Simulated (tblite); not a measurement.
# Frequency calculation of C₄H₁₁BSi₂

- system: C₄H₁₁BSi₂
- method: GFN2-xTB harmonic vibrations, gas phase (tblite 0.8.0)

It belongs to a series of runs on one base structure; here: H on C replaced by BH2.

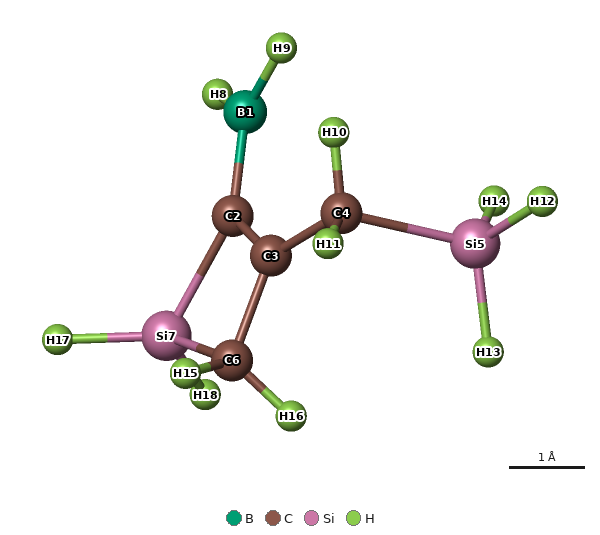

Figure 1. The structure (ball-and-stick view, seen at a tilt; atoms are numbered from 1 in the order of the input).

Input
```
{"job": {"kind": "ir", "xc": "GFN2-xTB", "basis": "xTB"}, "charge": 0, "multiplicity": 1}
B      0.345939     2.390811     0.359724
C      0.750033     1.037787    -0.203770
C     -0.030617    -0.041481    -0.516559
C     -1.466649    -0.263625    -0.307184
Si    -1.764059    -1.046426     1.416037
C      0.908016    -1.084014    -1.058978
Si     2.343855     0.158561    -0.733660
H      1.165239     3.144427     0.730572
H     -0.784412     2.707424     0.418433
H     -2.008892     0.681212    -0.349034
H     -1.863831    -0.932191    -1.073033
H     -3.204051    -1.269888     1.566847
H     -1.066399    -2.332841     1.491427
H     -1.260990    -0.138757     2.445230
H      0.691318    -1.346615    -2.095094
H      0.892945    -2.010551    -0.484395
H      3.060454     0.620219    -1.923583
H      3.283341    -0.267732     0.305365
```

The first line tells a small driver script what to run in tblite; the rest is the geometry in Å.

Hardware: 1 CPU thread, shared host.

Launch command:
```bash
OMP_NUM_THREADS=1 python <driver script> task.json out
```

The program's output
```
mode    cm-1     km/mol
  1      51.3      0.40
  2      67.5      0.17
  3     107.6      0.03
  4     141.1      0.96
  5     167.1      2.28
  6     234.6      1.83
  7     235.5      0.22
  8     329.8      1.57
  9     450.5     38.94
 10     455.7     14.58
 11     470.0     13.77
 12     493.6      3.09
 13     507.2     25.75
 14     559.4     50.50
 15     599.0     76.99
 16     633.9     81.36
 17     704.8      4.67
 18     732.0     36.35
 19     743.8     49.38
 20     765.6    243.89
 21     775.2    207.97
 22     783.4    295.44
 23     791.1    224.54
 24     799.8    155.88
 25     808.8     52.69
 26     820.3    226.43
 27     952.7     34.73
 28    1031.8     12.26
 29    1066.2     14.61
 30    1127.4      7.38
 31    1161.5     28.41
 32    1166.7     77.88
 33    1231.7     55.59
 34    1298.4    165.90
 35    1440.5     21.87
 36    1454.9     19.12
 37    1559.3    304.92
 38    2239.5    467.43
 39    2252.9    541.45
 40    2253.9    180.44
 41    2258.4    164.28
 42    2288.1    252.52
 43    2583.2    179.63
 44    2616.1    192.98
 45    2958.6     47.39
 46    2967.1     23.51
 47    2980.2     50.09
 48    2984.9     25.34
```

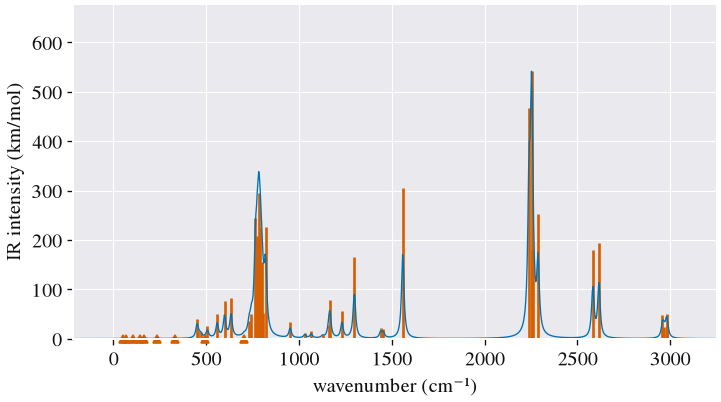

Figure 2. Harmonic infrared spectrum, unscaled: sticks (degenerate modes added up, dark ones marked on the axis) with a Lorentzian envelope of 16 cm⁻¹ full width, scaled to the tallest stick. 48 modes from 51 to 2985 cm⁻¹, none imaginary. The strongest line is at 2253 cm⁻¹ (541 km/mol).

Results in brief

```json
{"quantity": "outcome", "value": "converged"}
{"quantity": "total energy", "value": "−511.6351 eV"}
{"quantity": "zero-point energy", "value": "78.7740 kcal/mol"}
{"quantity": "wall time", "value": "2.4 s"}
{"quantity": "peak memory", "value": "0.18 GiB"}
```
